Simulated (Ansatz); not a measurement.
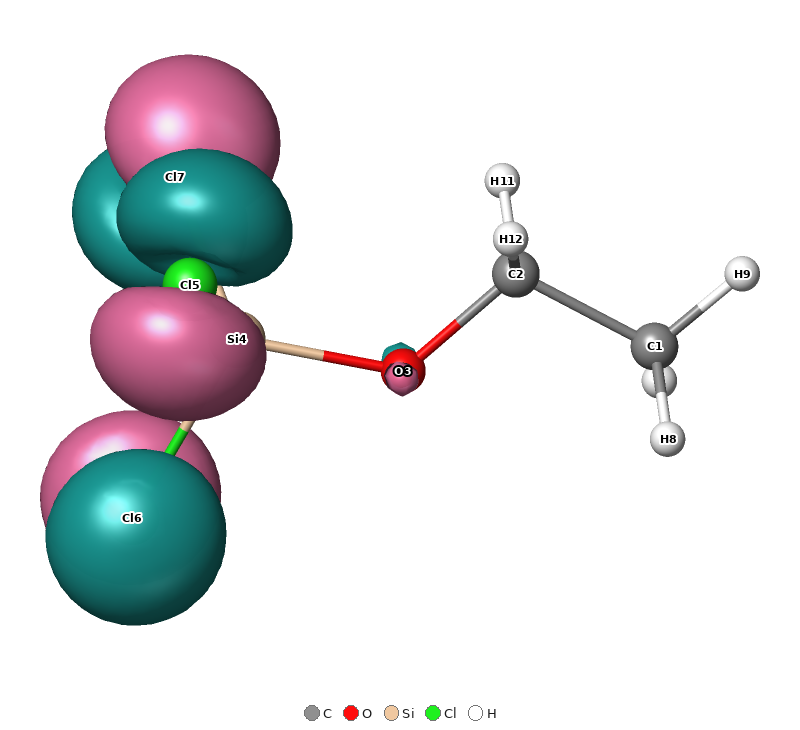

Figure. C2H5Cl3OSi (SMILES CCO[Si](Cl)(Cl)Cl). The HOMO−1 at ±0.15 Å⁻³ᐟ² (teal and pink are the two phases), seen at a tilt.

Geometry: PBE0-D4/def2-TZVP.

Theory: RKS PBE0-D4/def2-TZVPP (Ansatz 0.2.0).

```xyz
12

C     0.6093    1.6524    0.8705
C    -0.3197    0.5648    0.4009
O     0.4376   -0.4090   -0.3164
Si   -0.1374   -1.7450   -1.0001
Cl   -1.0145   -2.9522    0.3814
Cl    1.4195   -2.7029   -1.8558
Cl   -1.5329   -1.3003   -2.4108
H     1.3793    1.2439    1.5272
H     0.0477    2.4090    1.4231
H     1.0979    2.1343    0.0220
H    -1.0957    0.9703   -0.2569
H    -0.8143    0.0797    1.2491
```

Q: Describe this orbital and give its energy.

A: Its weight (Hirshfeld) is mainly on Cl6 (about 35 %), Cl5 (about 30 %) and Cl7 (about 30 %); largely a combination of lone pairs on Cl6, Cl5 and Cl7. Its energy is −9.22 eV.
